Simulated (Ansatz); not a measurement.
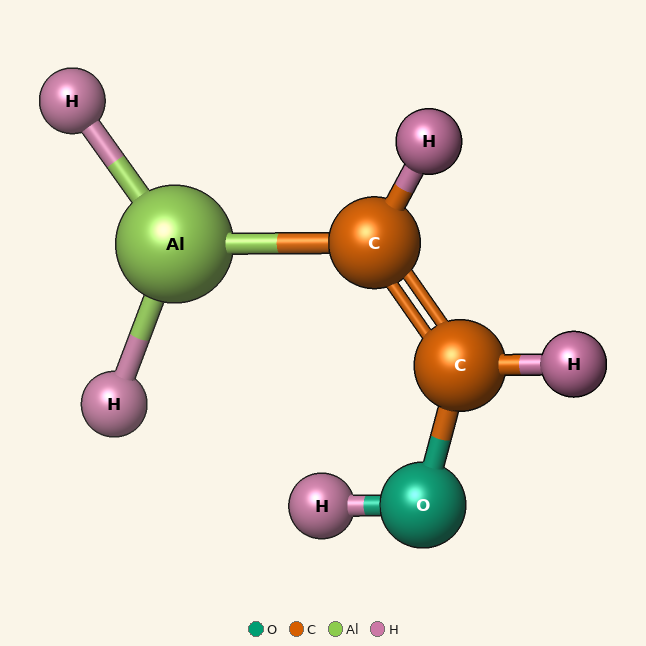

The picture shows a molecular structure as a ball-and-stick model. Double and triple bonds are drawn as two and three sticks.

The computed structure is the end point of a PBE0-D4/def2-TZVP optimisation.

Question: Which formula does it have?

Answer: C₂H₅AlO, 9 atoms: 2 carbon, 5 hydrogen, 1 aluminium and 1 oxygen.

Question: How many sets of symmetry-equivalent atoms are there?

Answer: 9: 1 O, 1 C, 1 C, 1 Al, 1 H, 1 H, 1 H, 1 H, 1 H.

The parts below concern this one geometry. Atoms keep their numbers from picture to picture.

### Geometry

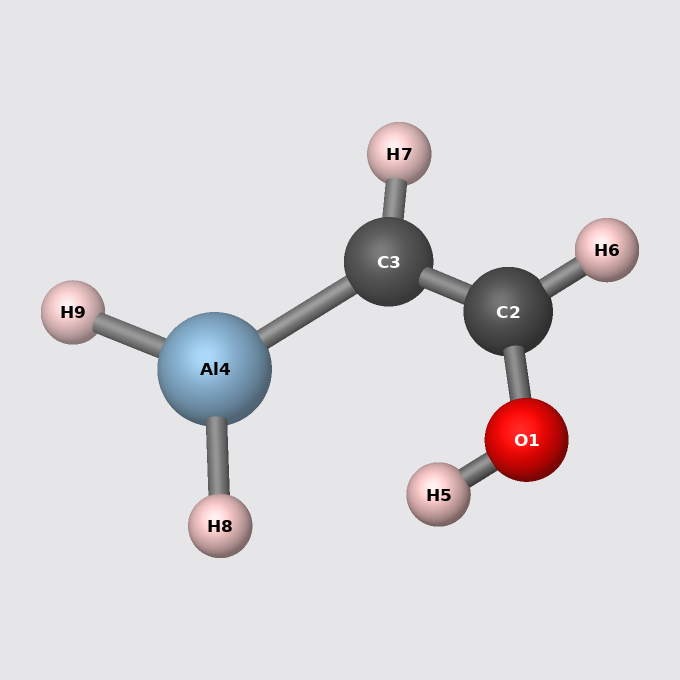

Numbered structure.

Estimate the angles C2–O1–H5, O1–C2–C3, O1–C2–H6, C3–C2–H6, C2–C3–Al4, C2–C3–H7, Al4–C3–H7, C3–Al4–H8, C3–Al4–H9.

```tsv
angle	degrees
C2–O1–H5	109.4
O1–C2–C3	127.2
O1–C2–H6	109.5
C3–C2–H6	123.3
C2–C3–Al4	123.5
C2–C3–H7	113.9
Al4–C3–H7	122.5
C3–Al4–H8	115.1
C3–Al4–H9	124.2
```

### Thermal motion

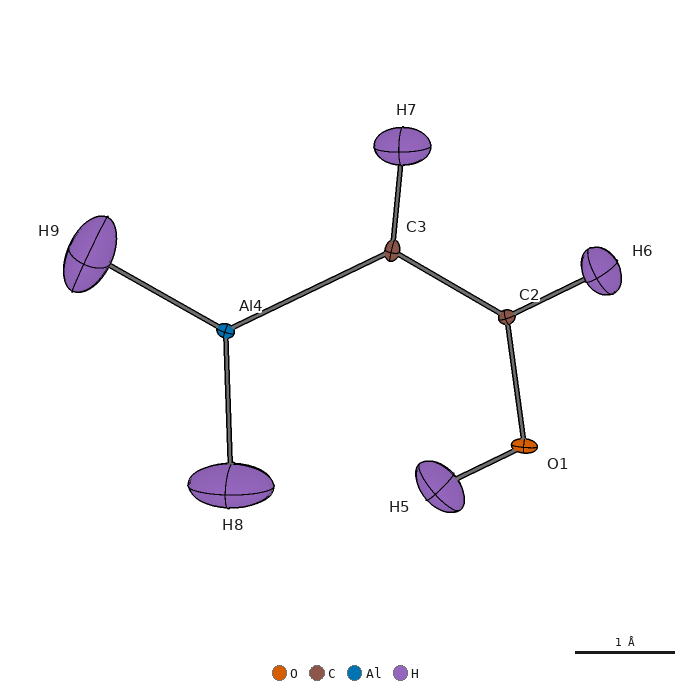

Displacement ellipsoids at the 50 % level, enlarged 1.5 times, from the internal vibrations of the free molecule (harmonic, no overall translation or rotation; no half-axis is drawn under 0.075 Å). Vibrations computed with RKS PBE0-D4/def2-TZVP (Ansatz 0.2.0). Temperature: 100 K.

Question: Which atom has the largest mean-square displacement?

Answer: H9, with U_eq = 0.0318 Å².

Question: Does H9 move more along its bond or across it?

Answer: Across it: the root-mean-square amplitude is 0.099 Å along the bond and up to 0.230 Å across, since bending and torsion are softer than stretching.

Give the displacement parameters, one line for each set of equivalent atoms.

```tsv
atom	U_eq (Å²)	rms amplitudes (Å)
O1	0.0015	0.023, 0.024, 0.058
C2	0.0013	0.028, 0.037, 0.042
C3	0.0020	0.032, 0.049, 0.050
Al4	0.00068	0.013, 0.017, 0.040
H5	0.0184	0.078, 0.134, 0.176
H6	0.0159	0.079, 0.112, 0.170
H7	0.0136	0.084, 0.125, 0.134
H8	0.0299	0.095, 0.188, 0.213
H9	0.0318	0.098, 0.181, 0.230
```

### Levels of theory compared

Program: Ansatz 0.2.0.

Compare dipole (D) at these levels: B3LYP-D4/def2-TZVPP; PBE-D4/def2-TZVPP; PBE0-D4/def2-TZVP; r2SCAN-D4/def2-TZVPP; ωB97M-V/def2-TZVPP.

```json
{"level": "B3LYP-D4/def2-TZVPP", "dipole (D)": "0.40"}
{"level": "PBE-D4/def2-TZVPP", "dipole (D)": "0.33"}
{"level": "PBE0-D4/def2-TZVP", "dipole (D)": "0.41"}
{"level": "r2SCAN-D4/def2-TZVPP", "dipole (D)": "0.34"}
{"level": "ωB97M-V/def2-TZVPP", "dipole (D)": "0.42"}
```

### Charges

The questions are on Mulliken charges. Properties computed with RKS B3LYP-D4/def2-TZVPP (Ansatz 0.2.0).

Question: Which atom carries the highest charge (most positive or least negative)?

Answer: Al4 (0.43 e).

Question: And the lowest?

Answer: C3 (−0.34 e).

List the Mulliken charges.

```csv
atom,value (e)
O1,−0.27
C2,0.08
C3,−0.34
Al4,0.43
H5,0.21
H6,0.12
H7,0.09
H8,−0.18
H9,−0.13
```

Mulliken values depend strongly on the basis set and can even reverse the polarity of a bond.
